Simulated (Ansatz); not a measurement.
**Geometry relaxation, with input and output: CH$_{5}$AlClN (part 2 of 2)**

The same run, continued: CH$_{5}$AlClN, SMILES N[CH2][AlH][Cl]; RKS BHLYP-D4/def2-SVPD (Ansatz 0.2.0). It belongs to a series of runs on one base structure; here: end point A relaxed.

Geometry of the input (Å):
```
N  0.0740  1.3351  -0.4528
C  0.2910  -0.0500  -0.5855
Al -0.0269  -0.9500  1.1587
Cl -1.4241  -2.5505  1.3454
H  0.2767  1.8198  -1.3942
H  -1.0060  1.5233  -0.3458
H  -0.3446  -0.5010  -1.3453
H  1.3917  -0.1875  -0.8892
H  0.8567  -0.4855  2.4917
```

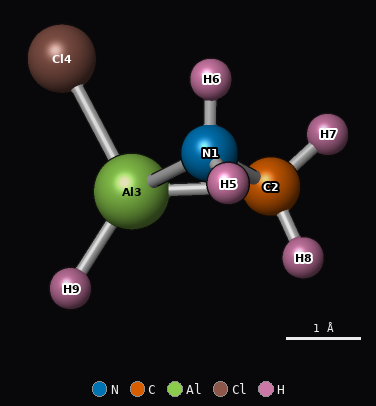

Figure 1. The geometry at step 15 of the log (ball-and-stick view, seen at a tilt; atoms are numbered from 1 in the order of the input).

Trajectory as extended XYZ, continued:
```
9
Properties=species:S:1:pos:R:3:forces:R:3 step=6 energy=-21720.78157
N     0.0000    1.3446   -0.4846   -0.0038   0.0343   0.0610
C     0.2528   -0.0902   -0.6024   -0.0183  -0.0234  -0.0324
Al    0.0359   -0.9169    1.1588   -0.0059  -0.0039   0.0136
Cl   -1.3637   -2.5040    1.3648    0.0063   0.0129   0.0049
H     0.3331    1.8703   -1.2764   -0.0057  -0.0101  -0.0032
H    -0.9759    1.5617   -0.3678    0.0145  -0.0128  -0.0194
H    -0.3163   -0.5846   -1.4004    0.0112  -0.0027  -0.0032
H     1.3103   -0.2225   -0.8603    0.0062   0.0034  -0.0059
H     0.8124   -0.5046    2.4514   -0.0046   0.0023  -0.0152
9
Properties=species:S:1:pos:R:3:forces:R:3 step=7 energy=-21720.78260
N    -0.0078    1.3359   -0.4727    0.0014  -0.0096   0.0542
C     0.2549   -0.0971   -0.6108   -0.0036  -0.0011  -0.0419
Al    0.0361   -0.9200    1.1504   -0.0092   0.0072   0.0391
Cl   -1.3768   -2.4912    1.3845    0.0061   0.0130  -0.0028
H     0.3434    1.8761   -1.2469   -0.0310   0.0018   0.0066
H    -0.9878    1.5446   -0.3736    0.0307   0.0004  -0.0363
H    -0.3068   -0.5826   -1.4191    0.0103  -0.0052   0.0029
H     1.3149   -0.2180   -0.8640   -0.0034   0.0028  -0.0044
H     0.8185   -0.4940    2.4352   -0.0015  -0.0092  -0.0175
9
Properties=species:S:1:pos:R:3:forces:R:3 step=8 energy=-21720.78431
N    -0.0321    1.3135   -0.4468   -0.0087  -0.0163  -0.0450
C     0.2624   -0.1130   -0.6280    0.0382   0.0383  -0.0446
Al    0.0393   -0.9202    1.1381   -0.0176  -0.0003   0.0321
Cl   -1.4174   -2.4455    1.4190    0.0165   0.0348  -0.0009
H     0.3607    1.8915   -1.1762   -0.1246  -0.0571   0.1080
H    -1.0224    1.4995   -0.3982    0.1231   0.0161  -0.0647
H    -0.2801   -0.5842   -1.4573    0.0142   0.0036   0.0297
H     1.3285   -0.2038   -0.8696   -0.0356   0.0079   0.0017
H     0.8496   -0.4840    2.4020   -0.0055  -0.0270  -0.0162
9
Properties=species:S:1:pos:R:3:forces:R:3 step=9 energy=-21720.78700
N    -0.0633    1.2913   -0.4260   -0.0474   0.0350  -0.1928
C     0.2804   -0.1240   -0.6440    0.0793   0.0541  -0.0724
Al    0.0501   -0.9228    1.1235   -0.0714  -0.0144   0.0726
Cl   -1.4770   -2.3732    1.4620    0.0624   0.0906  -0.0361
H     0.3573    1.9097   -1.1128   -0.2458  -0.1988   0.2594
H    -1.0637    1.4453   -0.4301    0.2758   0.0223  -0.0688
H    -0.2392   -0.5895   -1.4914    0.0283   0.0265   0.0551
H     1.3529   -0.1753   -0.8728   -0.0900   0.0146   0.0129
H     0.8910   -0.5078    2.3745    0.0088  -0.0299  -0.0298
9
Properties=species:S:1:pos:R:3:forces:R:3 step=10 energy=-21720.79296
N    -0.1167    1.2573   -0.4022   -0.1639   0.1536  -0.4328
C     0.3109   -0.1367   -0.6534    0.1496   0.0516  -0.0911
Al    0.0638   -0.9076    1.1217   -0.0882  -0.1004   0.0467
Cl   -1.5829   -2.2360    1.4771    0.1939   0.2252  -0.0220
H     0.3242    1.9246   -1.0413   -0.4367  -0.4176   0.4688
H    -1.1283    1.3589   -0.4775    0.5891   0.0345  -0.0386
H    -0.1703   -0.6098   -1.5201    0.0481   0.0806   0.0986
H     1.3917   -0.1261   -0.8585   -0.2027   0.0188   0.0319
H     0.9961   -0.5709    2.3373   -0.0891  -0.0464  -0.0615
9
Properties=species:S:1:pos:R:3:forces:R:3 step=11 energy=-21720.81201
N    -0.1605    1.2096   -0.3758   -0.1730   0.0834  -0.4456
C     0.3508   -0.1497   -0.6821    0.2437   0.0400  -0.1486
Al    0.1114   -0.9269    1.0873   -0.4024   0.0540   0.2542
Cl   -1.6686   -2.0661    1.5247    0.3445   0.2408  -0.1362
H     0.2713    1.9349   -0.9564   -0.4025  -0.4979   0.4623
H    -1.1718    1.2647   -0.4987    0.5964   0.0367   0.0311
H    -0.1037   -0.6170   -1.5658    0.0619   0.0962   0.1146
H     1.4322   -0.0727   -0.8752   -0.2714   0.0220   0.0105
H     1.0274   -0.6231    2.3249    0.0028  -0.0753  -0.1423
9
Properties=species:S:1:pos:R:3:forces:R:3 step=12 energy=-21720.86752
N    -0.2126    1.1460   -0.3483   -0.1295   0.1389  -0.3825
C     0.3912   -0.1675   -0.7016    0.2518  -0.0985  -0.0949
Al    0.1064   -0.8693    1.0896   -0.2633  -0.0254   0.0602
Cl   -1.7555   -1.8864    1.5251    0.4324   0.3311  -0.1159
H     0.2100    1.9313   -0.8535   -0.3757  -0.5288   0.4508
H    -1.2146    1.1565   -0.5321    0.5065   0.0547   0.0713
H    -0.0301   -0.6368   -1.5986    0.0473   0.1318   0.0983
H     1.4692   -0.0209   -0.8744   -0.3256  -0.0061   0.0370
H     1.1246   -0.6992    2.2766   -0.1438   0.0024  -0.1242
9
Properties=species:S:1:pos:R:3:forces:R:3 step=13 energy=-21720.96984
N    -0.2461    1.0528   -0.3004    0.0853   0.1984  -0.2379
C     0.4280   -0.2030   -0.7466    0.2980  -0.1606  -0.1226
Al    0.1260   -0.8354    1.0590   -0.2824   0.2876   0.0083
Cl   -1.7968   -1.6958    1.5156    0.2968   0.1809  -0.1014
H     0.1605    1.9060   -0.6993   -0.3064  -0.6232   0.4379
H    -1.2341    1.0483   -0.5266    0.2456   0.0136   0.0843
H     0.0160   -0.6393   -1.6608    0.0313   0.1030   0.0896
H     1.4940    0.0082   -0.9081   -0.2743  -0.0032  -0.0094
H     1.1409   -0.6881    2.2502   -0.0940   0.0036  -0.1487
9
Properties=species:S:1:pos:R:3:forces:R:3 step=14 energy=-21721.12342
N    -0.2659    0.9417   -0.2400    0.4808   0.6707  -0.2756
C     0.4678   -0.2497   -0.8035    0.3155  -0.1710  -0.0799
Al    0.1104   -0.7345    1.0311   -0.1062   0.3103  -0.0807
Cl   -1.8222   -1.5385    1.4913    0.0632   0.0533  -0.0569
H     0.1288    1.8607   -0.5124   -0.4240  -1.0509   0.4991
H    -1.2406    0.9387   -0.5017    0.0014   0.0100   0.0399
H     0.0479   -0.6444   -1.7292   -0.0156   0.1122   0.0969
H     1.5179    0.0247   -0.9598   -0.2568  -0.0081  -0.0256
H     1.1444   -0.6449    2.2073   -0.0584   0.0737  -0.1172
9
Properties=species:S:1:pos:R:3:forces:R:3 step=15 energy=-21721.17274
N    -0.2645    0.8419   -0.1836    0.2524   1.4289  -0.7599
C     0.5012   -0.2982   -0.8500    0.2628   0.0194  -0.0139
Al    0.0908   -0.6433    1.0039    0.0812  -0.5181   0.4313
Cl   -1.8488   -1.4404    1.4501   -0.0010  -0.0471  -0.0027
H     0.1237    1.7881   -0.3305   -0.3542  -0.9851   0.2603
H    -1.2337    0.8582   -0.4700    0.0296   0.0332   0.0423
H     0.0501   -0.6379   -1.7803   -0.0345   0.0553   0.1209
H     1.5306    0.0328   -1.0184   -0.2073  -0.0527  -0.0295
H     1.1392   -0.5474    2.1618   -0.0290   0.0662  -0.0488
9
Properties=species:S:1:pos:R:3:forces:R:3 step=16 energy=-21721.20542
N    -0.2325    0.8704   -0.2113   -0.4276   0.3583   0.1059
C     0.4903   -0.3074   -0.8317    0.2351   0.2670  -0.2460
Al    0.0727   -0.6745    1.0178    0.1177  -0.0053   0.0666
Cl   -1.7774   -1.6261    1.4706   -0.1582  -0.0308  -0.0659
H     0.2382    1.7600   -0.2976   -0.0621  -0.1260   0.1190
H    -1.1786    0.9705   -0.5541    0.1153   0.0503   0.0774
H    -0.0435   -0.6294   -1.7172    0.0194  -0.2865  -0.0869
H     1.4843    0.0409   -1.1133    0.0291  -0.2765   0.0302
H     1.0350   -0.4508    2.2198    0.1313   0.0494  -0.0002
9
Properties=species:S:1:pos:R:3:forces:R:3 step=17 energy=-21721.22737
N    -0.2509    0.8875   -0.2043   -0.1777  -0.3456   0.0433
C     0.4854   -0.2992   -0.8235    0.0868   0.0524  -0.0950
Al    0.0906   -0.6795    1.0298   -0.0271   0.1699  -0.1596
Cl   -1.8046   -1.6038    1.3853    0.0050  -0.0059   0.0580
H     0.2099    1.7765   -0.2685    0.1376   0.1155  -0.0016
H    -1.2018    0.9858   -0.5307    0.1092  -0.0175   0.0084
H    -0.0350   -0.6862   -1.6973   -0.0268   0.0196   0.0852
H     1.4959   -0.0021   -1.1029   -0.0709   0.0439   0.0390
H     1.0990   -0.4254    2.1952   -0.0361  -0.0324   0.0223
9
Properties=species:S:1:pos:R:3:forces:R:3 step=18 energy=-21721.23402
N    -0.2500    0.8778   -0.2045   -0.1402  -0.1246  -0.0047
C     0.4920   -0.2990   -0.8335    0.0520   0.0330  -0.0316
Al    0.0816   -0.6696    1.0190    0.0090   0.0145  -0.0016
Cl   -1.8004   -1.6069    1.4179    0.0114   0.0112  -0.0098
H     0.2187    1.7659   -0.2520    0.0648   0.0551   0.0078
H    -1.1943    0.9837   -0.5435    0.0451   0.0178  -0.0025
H    -0.0342   -0.6820   -1.7037   -0.0219  -0.0015   0.0297
H     1.4960    0.0136   -1.1133   -0.0191  -0.0055   0.0130
H     1.0790   -0.4296    2.1965   -0.0011  -0.0001  -0.0002
9
Properties=species:S:1:pos:R:3:forces:R:3 step=19 energy=-21721.23351 accepted=F
N    -0.2617    0.8763   -0.2074    0.0509  -0.1061   0.0482
C     0.4895   -0.2970   -0.8308    0.0352  -0.0240  -0.0148
Al    0.0763   -0.6669    1.0225    0.0423   0.0028  -0.0262
Cl   -1.7972   -1.6127    1.4280   -0.0107  -0.0006   0.0009
H     0.2169    1.7588   -0.2376    0.1064   0.1063   0.0118
H    -1.1890    1.0010   -0.5748   -0.1316  -0.0174  -0.0217
H    -0.0326   -0.6838   -1.7018   -0.0228  -0.0050   0.0364
H     1.4945    0.0140   -1.1069   -0.0125   0.0249  -0.0006
H     1.0918   -0.4361    2.1918   -0.0572   0.0191  -0.0339
9
Properties=species:S:1:pos:R:3:forces:R:3 step=20 energy=-21721.23539
N    -0.2542    0.8740   -0.2039   -0.0295  -0.0131  -0.0034
C     0.4927   -0.2993   -0.8338    0.0188   0.0111  -0.0050
Al    0.0811   -0.6679    1.0192    0.0111  -0.0025   0.0024
Cl   -1.7965   -1.6120    1.4162   -0.0015  -0.0019  -0.0044
H     0.2253    1.7586   -0.2374    0.0187   0.0065   0.0100
H    -1.1907    0.9930   -0.5572    0.0035   0.0085  -0.0038
H    -0.0404   -0.6863   -1.6976   -0.0076  -0.0123   0.0142
H     1.4934    0.0163   -1.1192   -0.0068   0.0004  -0.0067
H     1.0779   -0.4226    2.1967   -0.0066   0.0032  -0.0032
9
Properties=species:S:1:pos:R:3:forces:R:3 step=21 energy=-21721.23610
N    -0.2507    0.8784   -0.2033   -0.0490  -0.0362   0.0040
C     0.4903   -0.2996   -0.8312    0.0372   0.0112   0.0174
Al    0.0792   -0.6648    1.0221    0.0263  -0.0009  -0.0091
Cl   -1.7858   -1.6396    1.4021   -0.0059   0.0106   0.0042
H     0.2413    1.7563   -0.2270    0.0226   0.0118   0.0118
H    -1.1807    1.0122   -0.5668   -0.0159   0.0129  -0.0068
H    -0.0575   -0.6981   -1.6799   -0.0152  -0.0047  -0.0105
H     1.4851    0.0137   -1.1366    0.0100  -0.0053  -0.0130
H     1.0674   -0.4049    2.2035   -0.0100   0.0007   0.0021
9
Properties=species:S:1:pos:R:3:forces:R:3 step=22 energy=-21721.23671
N    -0.2532    0.8756   -0.2029    0.0078   0.0216  -0.0029
C     0.4931   -0.2994   -0.8322   -0.0007  -0.0034   0.0105
Al    0.0811   -0.6654    1.0211    0.0086   0.0063   0.0034
Cl   -1.7803   -1.6481    1.3978   -0.0034  -0.0012   0.0004
H     0.2503    1.7484   -0.2050   -0.0094  -0.0222   0.0014
H    -1.1754    1.0258   -0.5802   -0.0024  -0.0010   0.0008
H    -0.0670   -0.7080   -1.6686    0.0017   0.0021  -0.0033
H     1.4813    0.0167   -1.1556    0.0023   0.0006  -0.0078
H     1.0585   -0.3918    2.2087   -0.0045  -0.0029  -0.0024
9
Properties=species:S:1:pos:R:3:forces:R:3 step=23 energy=-21721.23673
N    -0.2530    0.8755   -0.2030    0.0020   0.0095   0.0010
C     0.4936   -0.2996   -0.8318   -0.0017   0.0004  -0.0029
Al    0.0818   -0.6647    1.0217    0.0024   0.0017   0.0001
Cl   -1.7796   -1.6487    1.3964   -0.0017  -0.0004   0.0003
H     0.2512    1.7474   -0.2042   -0.0043  -0.0062   0.0010
H    -1.1751    1.0264   -0.5807    0.0020  -0.0007   0.0014
H    -0.0680   -0.7084   -1.6671    0.0012  -0.0037   0.0004
H     1.4804    0.0171   -1.1590    0.0013   0.0003  -0.0001
H     1.0571   -0.3914    2.2107   -0.0011  -0.0009  -0.0012
```

Summary:

| quantity | value |
| --- | --- |
| outcome | converged |
| total energy | −21721.2369 eV |
| mean-field energy | −21721.0072 eV |
| largest force (length of the vector) at the end | 0.010 eV/Å |
| wall time | 2.6 min (CPU time 5.1 min) |
| peak memory | 0.31 GiB |
